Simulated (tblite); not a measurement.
**Molecular dynamics of CH₆OSi**

System: CH₆OSi, SMILES CO[SiH3].
Method: GFN2-xTB Langevin dynamics, gas phase (tblite 0.8.0).

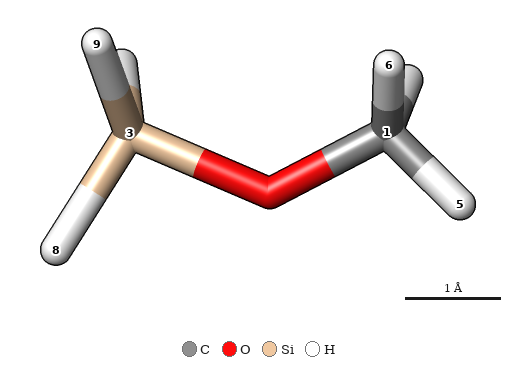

The structure as given in the input (stick view, seen on its broad side; atoms are numbered from 1 in the order of the input).

### Input file
```
{"job": {"kind": "md", "xc": "GFN2-xTB", "basis": "xTB", "temperature": 600, "steps": 2000, "every": 50}, "charge": 0, "multiplicity": 1}
C     -1.349627    -0.233871    -0.019645
O     -0.192109     0.276294    -0.601867
Si     1.329591     0.261604    -0.044772
H     -1.265405    -1.312133     0.140398
H     -2.183922    -0.037115    -0.694983
H     -1.547729     0.246286     0.942652
H      1.810337    -1.109819     0.158094
H      1.977292     0.952892    -1.145237
H      1.435133     0.961856     1.240181
```

The first line tells a small driver script what to run in tblite; the rest is the geometry in Å.

Command:
```bash
OMP_NUM_THREADS=1 python <driver script> task.json out
```

### What the program printed
```
t/fs     T/K      E/eV
    0.0   558.2   -300.40705
   25.0   399.7   -300.16253
   50.0   391.3   -299.97846
   75.0   388.0   -300.07366
  100.0   851.7   -300.15588
  125.0   519.8   -299.84374
  150.0   676.1   -300.02707
  175.0   618.0   -299.79361
  200.0   602.9   -300.10581
  225.0   378.6   -299.90728
  250.0   524.9   -300.07271
  275.0   520.4   -299.95973
  300.0   529.7   -299.80067
  325.0   349.3   -299.71479
  350.0   653.5   -299.89922
  375.0   562.2   -299.90764
  400.0   614.5   -299.84147
  425.0   690.1   -299.91113
  450.0   574.5   -299.74219
  475.0   554.1   -299.99552
  500.0   911.3   -300.09481
  525.0   572.9   -299.79850
  550.0   436.2   -299.58040
  575.0   906.9   -300.06587
  600.0   763.8   -300.00877
  625.0   747.4   -299.93222
  650.0   748.7   -299.87010
  675.0   897.6   -299.82626
  700.0   679.8   -299.52916
  725.0   721.2   -299.66367
  750.0   785.5   -299.77533
  775.0   980.8   -299.80440
  800.0   546.3   -299.77268
  825.0   724.3   -300.03866
  850.0   704.4   -300.03562
  875.0   536.0   -299.95023
  900.0   710.9   -299.93308
  925.0   706.7   -300.06682
  950.0   541.2   -299.87138
  975.0   316.6   -299.69988
 1000.0   607.7   -299.97568
```

### Trajectory as extended XYZ (Å, eV, eV/Å), 23 of the 41 frames kept, from step=0 to step=40
```
9
Properties=species:S:1:pos:R:3:forces:R:3 step=0 time_fs=0.0 energy=-300.40705 temperature=558.2
C    -1.3496   -0.2339   -0.0196   -0.0038   0.0055   0.0041
O    -0.1921    0.2763   -0.6019    0.0014   0.0005  -0.0006
Si    1.3296    0.2616   -0.0448    0.0010  -0.0055   0.0008
H    -1.2654   -1.3121    0.1404   -0.0012   0.0028   0.0001
H    -2.1839   -0.0371   -0.6950    0.0028  -0.0022   0.0031
H    -1.5477    0.2463    0.9427   -0.0007  -0.0062  -0.0055
H     1.8103   -1.1098    0.1581   -0.0011   0.0055   0.0001
H     1.9773    0.9529   -1.1452    0.0012   0.0004   0.0014
H     1.4351    0.9619    1.2402    0.0004  -0.0008  -0.0035
9
Properties=species:S:1:pos:R:3:forces:R:3 step=2 time_fs=50.0 energy=-299.97846 temperature=391.3
C    -1.3711   -0.3247    0.2408    0.0003  -1.0583   0.2140
O    -0.3184    0.1218   -0.6077   -1.6558  -0.7513   0.7767
Si    1.1909    0.3078   -0.0618    0.9397  -1.1771  -2.2710
H    -1.4274   -1.4479    0.2520    0.3358   0.7067  -0.1755
H    -2.3675   -0.0164   -0.0970    0.4576   0.3948  -0.1878
H    -1.2535   -0.0467    1.3134    0.1012   0.1941  -0.7436
H     1.8359   -1.0436    0.3331   -0.4365   1.1349  -0.0660
H     1.7072    0.8068   -1.4221   -0.1202  -0.3802   1.1053
H     0.9810    1.3432    0.8556    0.3779   0.9365   1.3478
9
Properties=species:S:1:pos:R:3:forces:R:3 step=4 time_fs=100.0 energy=-300.15588 temperature=851.7
C    -1.4529   -0.5124    0.5291   -0.7343  -0.8362   0.5184
O    -0.4344   -0.0759   -0.2917    0.0825  -0.1112  -0.5696
Si    1.1643    0.2746   -0.2383   -1.0250  -0.0878   0.6436
H    -1.9801   -1.4383    0.1796    0.5748   0.5724  -0.4045
H    -2.2608    0.2262    0.6924    0.5646   0.0984  -0.3242
H    -1.0796   -0.7989    1.5037    0.2445   0.1020   0.5098
H     2.1947   -0.7548   -0.1927   -0.1081  -0.3253   0.1466
H     1.2328    0.9297   -1.4945    0.0729   0.4323  -0.7146
H     1.2663    1.1192    0.9408    0.3280   0.1554   0.1945
9
Properties=species:S:1:pos:R:3:forces:R:3 step=5 time_fs=125.0 energy=-299.84374 temperature=519.8
C    -1.3949   -0.5998    0.5341   -1.8892   0.3121   0.8559
O    -0.4183   -0.0859   -0.2542   -0.0688   0.6896  -0.6509
Si    1.1621    0.1575   -0.3397    1.3133   0.2963  -0.2880
H    -2.1362   -1.1981   -0.0392    0.6097   0.1606  -0.0227
H    -2.0348    0.1769    1.0570    0.7113  -0.1308  -0.6545
H    -1.0273   -1.1931    1.3500    0.4590  -0.6201   0.3176
H     1.7164   -1.2642   -0.1686   -0.0102   1.0659   0.1498
H     1.4304    0.5924   -1.7944   -0.4012  -0.2945   1.1406
H     1.7647    1.3681    0.6095   -0.7238  -1.4790  -0.8477
9
Properties=species:S:1:pos:R:3:forces:R:3 step=7 time_fs=175.0 energy=-299.79361 temperature=618.0
C    -1.1465   -0.6080    0.4710    0.8571  -1.3953   0.7053
O    -0.2166   -0.0077   -0.3682   -0.2016   0.3736   0.6229
Si    1.3767   -0.1203   -0.2744    1.2058   0.4142   0.9725
H    -1.9543   -0.6799   -0.1886   -1.7264  -0.7269  -0.4585
H    -1.4151   -0.0366    1.3262   -0.0945   1.1108   0.5947
H    -0.8712   -1.6227    0.9789    0.0116   1.2071  -1.4017
H     1.4259   -1.5669   -0.0245    0.6980   0.0667   0.1950
H     1.7635    0.3419   -1.5668    0.1192   0.0751  -0.6458
H     2.1635    0.8760    0.7008   -0.8693  -1.1253  -0.5845
9
Properties=species:S:1:pos:R:3:forces:R:3 step=9 time_fs=225.0 energy=-299.90728 temperature=378.6
C    -1.1234   -0.6079    0.5770    1.1950   2.5623   1.1218
O    -0.1002   -0.2988   -0.3439    0.3235  -0.0843  -0.2847
Si    1.5304   -0.2454   -0.0796   -0.9807   0.6651   1.7273
H    -2.0924   -0.3285    0.1828   -0.0863  -0.6932  -0.4367
H    -0.9703    0.1643    1.3996   -0.2827  -0.8509  -0.2507
H    -0.9913   -1.5705    1.0334   -0.3368  -0.5031  -0.2272
H     1.9274   -1.5887   -0.3332    0.4934  -0.7459  -0.0168
H     2.2100    0.7173   -0.9314   -0.2997   0.0676  -0.0332
H     1.6970    0.1645    1.4960   -0.0256  -0.4177  -1.5998
9
Properties=species:S:1:pos:R:3:forces:R:3 step=11 time_fs=275.0 energy=-299.95973 temperature=520.4
C    -1.0340   -0.6643    0.5079    1.3356   3.6358   0.4800
O     0.0400   -0.3643   -0.3741   -0.7597   0.4205   0.1563
Si    1.5862   -0.5083   -0.0008    1.5485  -0.4600  -0.7410
H    -1.8933   -0.1627    0.0982   -0.6083  -0.4531  -0.3091
H    -0.8521   -0.1089    1.4988   -0.1376  -1.0953  -0.9341
H    -1.0047   -1.6810    0.5761   -0.8221  -2.4436   0.6169
H     2.1915   -1.7465   -0.6013   -0.3791   0.1460   0.4756
H     2.2325    0.4981   -0.8690   -0.2727   0.0914   0.4943
H     1.7398   -0.5387    1.4642    0.0953   0.1581  -0.2388
9
Properties=species:S:1:pos:R:3:forces:R:3 step=13 time_fs=325.0 energy=-299.71479 temperature=349.3
C    -1.0202   -0.8466    0.3468   -1.2946  -1.0022  -4.9380
O     0.0999   -0.3625   -0.2583    1.9211   0.5063   0.3775
Si    1.6622   -0.6336    0.0506    0.0213  -0.4540  -2.9553
H    -1.7498   -0.2234   -0.2269   -0.6257  -0.6602   0.9977
H    -1.0605   -0.7188    1.3510   -0.1198   0.1055   2.7804
H    -1.1094   -1.9088   -0.0476   -0.4425   0.7510   1.0709
H     2.2688   -1.6365   -0.9554   -0.4839   0.5055   0.5393
H     2.0449    0.6615   -0.3624    0.6415   0.9121  -0.0443
H     2.0036   -1.2098    1.2500    0.3826  -0.6640   2.1718
9
Properties=species:S:1:pos:R:3:forces:R:3 step=15 time_fs=375.0 energy=-299.90764 temperature=562.2
C    -1.0673   -1.1540    0.1871    2.6812   1.5825   2.6513
O     0.0986   -0.3831   -0.1765   -1.2712  -0.7161  -0.5971
Si    1.6075   -0.8972   -0.2795    0.4838   0.4466  -1.7567
H    -1.7396   -0.3458    0.4206   -0.8899  -0.2148   0.0674
H    -0.6536   -1.5804    1.1811   -1.5840  -0.2848  -1.4430
H    -1.4036   -1.8176   -0.5656   -0.0323  -0.6116  -0.3563
H     1.7887   -2.0088   -1.3014   -0.0945   0.5868   0.5635
H     2.0028    0.4662   -0.6727    0.3794  -0.3759  -0.0349
H     2.1953   -1.3080    0.9426    0.3276  -0.4128   0.9060
9
Properties=species:S:1:pos:R:3:forces:R:3 step=16 time_fs=400.0 energy=-299.84147 temperature=614.5
C    -1.0247   -1.1880    0.0673    2.8547  -0.1774   1.9025
O     0.1178   -0.3403   -0.2043   -1.6565  -0.3669  -1.2053
Si    1.5509   -1.0180   -0.4735    1.0486  -0.0530   1.3108
H    -1.7532   -0.5523    0.4754   -1.1225   0.6893   0.3209
H    -0.5911   -1.8248    0.9084   -1.1714   0.1460  -0.8466
H    -1.3888   -1.8063   -0.7279    0.1831   0.0035  -0.5340
H     1.4827   -2.3639   -1.0014   -0.0546  -0.2542  -0.4132
H     2.3356   -0.1110   -1.3532   -0.4071  -0.2946   0.5572
H     1.8926   -1.3286    1.0252    0.3257   0.3073  -1.0923
9
Properties=species:S:1:pos:R:3:forces:R:3 step=18 time_fs=450.0 energy=-299.74219 temperature=574.5
C    -1.1714   -1.1090    0.0587   -4.0361   0.4689  -2.4951
O    -0.0619   -0.5133   -0.2818    3.3734   1.4116  -1.4053
Si    1.4341   -1.0725   -0.7504   -1.0983  -0.4333   1.6679
H    -1.9456   -0.3075    0.2589    0.4304  -0.6487  -0.0641
H    -1.1858   -1.7673    0.8438    0.5321  -1.5244   2.2303
H    -1.5766   -1.7080   -0.8276    0.1009   0.4312   0.6638
H     1.3231   -2.4258   -1.3842    0.1393   0.5619   0.0351
H     2.0370   -0.0233   -1.5805   -0.2177  -0.2414   0.2746
H     1.7888   -1.2971    0.7133    0.7761  -0.0257  -0.9072
9
Properties=species:S:1:pos:R:3:forces:R:3 step=20 time_fs=500.0 energy=-300.09481 temperature=911.3
C    -1.4233   -0.9788    0.1600    0.9973  -0.0755   1.4810
O    -0.2138   -0.6784   -0.4345   -0.4041   0.9565   0.2224
Si    1.2537   -1.0691   -0.8612    0.9894  -0.8410   0.5934
H    -2.0456   -0.1391   -0.0444   -0.8365   0.4951   0.0655
H    -1.3749   -1.1728    1.2955    0.2753   0.4472  -1.3775
H    -1.7693   -1.8676   -0.2831   -0.8878  -1.1397  -0.5291
H     1.2750   -2.0037   -1.9859   -0.0480  -0.0023  -0.0978
H     1.9703    0.1670   -1.1724   -0.2170  -0.0344   0.0474
H     1.8060   -1.7827    0.3322    0.1314   0.1940  -0.4052
9
Properties=species:S:1:pos:R:3:forces:R:3 step=22 time_fs=550.0 energy=-299.58040 temperature=436.2
C    -1.6471   -1.2685    0.1662    3.0760   3.5845   2.7377
O    -0.5863   -0.4029   -0.4453   -3.0312  -0.5649  -0.3343
Si    0.8225   -1.0251   -0.8264    0.8332  -0.4231  -1.6273
H    -2.5596   -0.7167    0.1940   -0.6123   0.1550  -0.6628
H    -1.2338   -1.1080    1.2574   -1.1266  -1.3883  -1.3523
H    -1.6877   -2.2565   -0.1777    0.1107  -0.8985  -0.3957
H     0.5111   -2.3314   -1.4814    0.3815   0.3466   0.0950
H     1.6860   -0.0944   -1.6131   -0.6909  -0.3044   0.1727
H     1.4008   -1.1445    0.4429    1.0595  -0.5069   1.3670
9
Properties=species:S:1:pos:R:3:forces:R:3 step=24 time_fs=600.0 energy=-300.00877 temperature=763.8
C    -1.8890   -1.1470    0.4393   -2.7499  -0.2833  -4.1688
O    -0.9325   -0.3672   -0.1551    1.4835   0.4795  -0.1665
Si    0.5734   -0.6918   -0.7374   -0.3736  -0.6029   0.2215
H    -2.8669   -0.5437    0.3181    1.0836  -0.8132   0.4376
H    -1.7490   -1.3981    1.4216    0.6323  -0.5637   2.2004
H    -2.0847   -2.1154   -0.2285    0.4599   1.4475   1.3860
H     0.4395   -1.9717   -1.4515    0.0396   0.0631  -0.1337
H     0.9785    0.4016   -1.6119   -0.3094   0.0447   0.1927
H     1.6119   -0.9844    0.2753   -0.2660   0.2282   0.0308
9
Properties=species:S:1:pos:R:3:forces:R:3 step=25 time_fs=625.0 energy=-299.93222 temperature=747.4
C    -1.9916   -0.9563    0.6751   -2.7300  -0.6587  -3.0961
O    -1.0545   -0.3997   -0.1554    1.8782   0.5499  -0.2842
Si    0.5155   -0.5374   -0.6799   -0.9644   0.3830   0.5479
H    -2.8971   -0.2451    0.6099    1.1008  -0.8714   0.5320
H    -1.8071   -1.2703    1.6639    0.8876   0.1942   1.0179
H    -2.3380   -1.8936    0.0997    0.0533   0.7197   0.9337
H     0.8741   -1.7058   -1.5429   -0.3398   0.4478   0.2772
H     0.6881    0.8165   -1.2607   -0.1675  -0.5642  -0.0636
H     1.3144   -0.5772    0.5347    0.2818  -0.2003   0.1350
9
Properties=species:S:1:pos:R:3:forces:R:3 step=27 time_fs=675.0 energy=-299.82626 temperature=897.6
C    -2.0075   -0.7080    0.7014    2.1336  -3.4485  -0.8564
O    -1.2178   -0.5397   -0.4574   -0.3824  -0.0597  -0.2424
Si    0.3912   -0.4309   -0.3771    0.3525  -0.0504  -1.1933
H    -2.3533    0.1756    1.0021   -1.0560   3.6242   1.4633
H    -1.3911   -1.2353    1.4803   -0.7959   0.5215  -0.3864
H    -2.8557   -1.3027    0.4488   -0.5692  -0.7955  -0.2810
H     1.1814   -1.5868   -0.7742   -0.1909  -0.2535  -0.3828
H     0.8895    0.7755   -0.9946   -0.1435   0.2094  -0.2823
H     0.5760   -0.3826    0.9946    0.6517   0.2525   2.1613
9
Properties=species:S:1:pos:R:3:forces:R:3 step=29 time_fs=725.0 energy=-299.66367 temperature=721.2
C    -2.4697   -0.4524    0.5824   -0.3208  -0.3681   0.4886
O    -1.3213   -0.4506   -0.2270   -1.4552  -0.4571  -1.2928
Si    0.2208   -0.0274   -0.1473    0.3668   0.7157   0.1656
H    -3.0155    0.5351    0.6811    0.4580  -0.8772  -0.9894
H    -2.1019   -0.5707    1.6138   -0.3976  -0.6434  -0.0550
H    -3.1877   -1.3241    0.2423    1.3352   1.7119   0.6941
H     1.1230   -1.0926    0.2516    0.0576  -0.4426  -0.4579
H     0.7405    0.9343   -1.1766   -0.5003  -0.7286   0.2034
H     0.0917    0.6797    1.0706    0.4562   1.0893   1.2433
9
Properties=species:S:1:pos:R:3:forces:R:3 step=31 time_fs=775.0 energy=-299.80440 temperature=980.8
C    -2.7271   -0.0139    0.5526   -1.0456  -0.9330  -1.4867
O    -1.5711   -0.5399   -0.0318    0.2179   0.8916  -0.3921
Si   -0.1214    0.2574   -0.2316   -1.2672  -0.7314   1.7932
H    -3.4315    0.4592   -0.1421    0.5921   0.5430  -0.5360
H    -2.6750    0.6049    1.4071    0.9291   0.7457   0.7996
H    -3.3094   -0.8646    0.8133   -0.4281  -1.1776   0.7408
H     0.6617   -0.9217    0.1255    0.3126   0.2110  -0.4263
H     0.1683    1.1311   -1.3369   -0.0185  -0.0125  -0.5146
H    -0.3683    1.0915    0.9561    0.7077   0.4631   0.0220
9
Properties=species:S:1:pos:R:3:forces:R:3 step=33 time_fs=825.0 energy=-300.03866 temperature=724.3
C    -3.0083    0.3544    0.3955   -2.3518  -0.7819   1.5698
O    -1.8214   -0.2658    0.1929    0.7408  -0.2851  -0.3398
Si   -0.3505    0.1785   -0.3722   -0.9471   0.2602   1.6839
H    -3.5116    0.6175   -0.5272    0.3335   0.9518  -0.2771
H    -3.0047    1.1395    1.2145    0.2426  -0.3909  -1.2630
H    -3.7780   -0.4140    0.7873    1.1143   0.5016  -0.0761
H     0.1416   -1.1553   -0.1932    0.5554  -0.2820  -0.0117
H    -0.2972    0.6727   -1.7016    0.0019   0.3262  -0.9071
H     0.0053    1.2821    0.5698    0.3104  -0.2998  -0.3790
9
Properties=species:S:1:pos:R:3:forces:R:3 step=35 time_fs=875.0 energy=-299.95023 temperature=536.0
C    -2.9393    0.5834    0.4373   -1.2494   1.2421   0.2385
O    -1.8825   -0.2582    0.3457    0.2224  -1.5160  -0.6291
Si   -0.6445    0.0560   -0.5920    1.5838   1.2304  -1.9977
H    -2.9578    1.3568   -0.3961    0.0294  -0.5581   1.2336
H    -2.7825    0.9705    1.4517   -0.7648   0.9371  -0.2615
H    -3.9232    0.0740    0.4112    0.5179  -0.1120  -0.0460
H     0.1999   -1.0963   -0.5058    0.0608  -0.4121   0.1756
H    -0.9403    0.3662   -2.1250   -0.0170  -0.3186   1.3890
H     0.0890    1.3030   -0.1574   -0.3832  -0.4928  -0.1024
9
Properties=species:S:1:pos:R:3:forces:R:3 step=36 time_fs=900.0 energy=-299.93308 temperature=710.9
C    -2.9856    0.6649    0.6564    2.6544   1.9595   0.9530
O    -1.9971   -0.3032    0.3741    0.5030   0.5895  -0.6592
Si   -0.7557    0.0960   -0.7116   -1.6999  -1.7215   1.4077
H    -2.7054    1.6648    0.1100   -0.8364  -1.5256   0.9485
H    -2.9824    0.8821    1.7783    0.0437  -0.2312  -1.2537
H    -3.9217    0.3147    0.3803   -1.5968  -0.5088  -0.6322
H    -0.0908   -1.1775   -0.7839    0.2106  -0.1630  -0.0285
H    -1.4864    0.4717   -1.8601   -0.2744   0.3988  -1.1890
H    -0.1102    1.1650   -0.0844    0.9958   1.2023   0.4534
9
Properties=species:S:1:pos:R:3:forces:R:3 step=38 time_fs=950.0 energy=-299.87138 temperature=541.2
C    -2.9270    0.6928    1.1171   -0.2533  -3.5039  -2.6452
O    -1.9961   -0.0427    0.2612   -1.1513   0.1369   1.3079
Si   -1.0212    0.1407   -0.9977   -0.5907  -1.0620  -0.2303
H    -2.7334    1.6872    1.0287    0.0383   2.6867  -0.4687
H    -2.8497    0.4047    2.1199    0.5659  -0.7105   1.4027
H    -3.9058    0.3009    0.7511    0.2890   0.9602   0.2706
H    -0.6360   -1.2528   -1.3345   -0.3604   0.3935   0.0525
H    -1.4672    0.9244   -2.1322   -0.2920   0.0706  -0.1950
H     0.0582    0.7699   -0.3926    1.7546   1.0284   0.5056
9
Properties=species:S:1:pos:R:3:forces:R:3 step=40 time_fs=1000.0 energy=-299.97568 temperature=607.7
C    -2.8937    0.8273    0.9823   -1.1713  -1.3991  -0.6218
O    -1.9332    0.0838    0.2231   -0.7961   0.5021   0.1711
Si   -1.0599    0.2437   -1.1431   -0.4095  -0.1629  -0.1519
H    -2.5079    1.7814    1.2767    0.0254   0.7758  -0.4554
H    -3.0605    0.3112    1.9508    0.1220  -0.2132  -0.5742
H    -3.9692    0.8677    0.4628    2.3109   0.1521   0.7250
H    -0.4148   -1.0208   -1.4369   -0.3126  -0.4844   0.2483
H    -1.7581    0.6705   -2.3723   -0.1730   0.0200   0.3625
H     0.0904    1.0801   -0.9951    0.4040   0.8095   0.2963
```

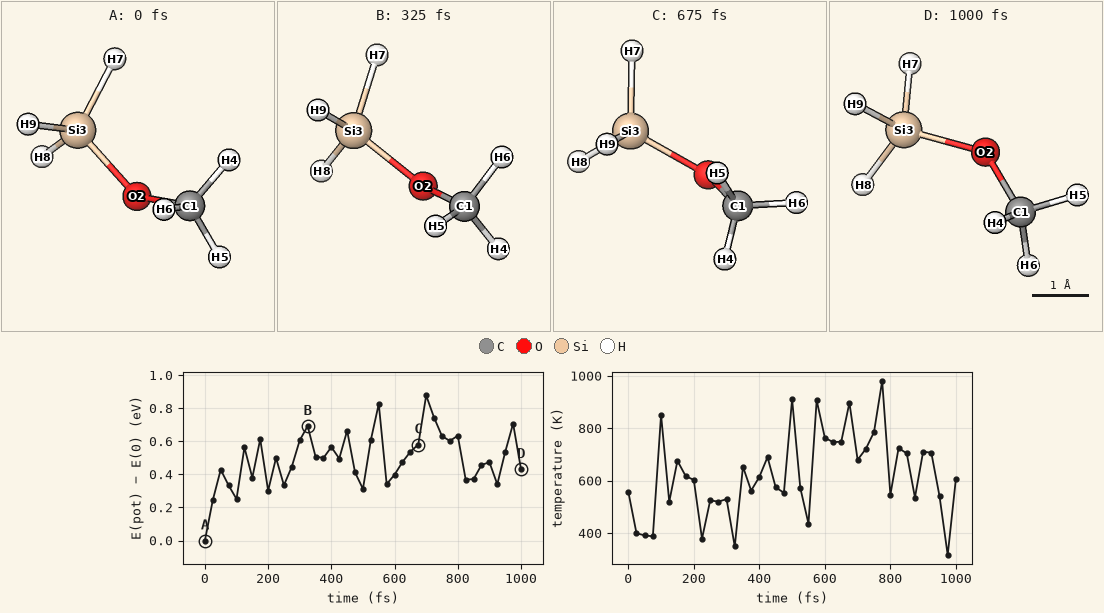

Frames of the molecular dynamics (ball-and-stick, seen at a tilt) above the curves, on which the letters mark them. The trajectory kept here has 41 frames over 1000 fs. The temperature starts at 558 K, ranges from 317 to 981 K and averages 693 K over the second half. The potential energy ends 0.431 eV above its first value. After an unweighted best fit of the last frame on the first, the root-mean-square displacement is 1.11 Å, and H6 has moved furthest (1.83 Å).

### Results in brief

| quantity | value |
| --- | --- |
| outcome | finished |
| mean temperature over the second half | 693 K |
| trajectory | 41 frames kept, 1000 fs |
| hardware | 1 CPU thread, shared host |
| wall time | 8.2 s |
| peak memory | 0.18 GiB |
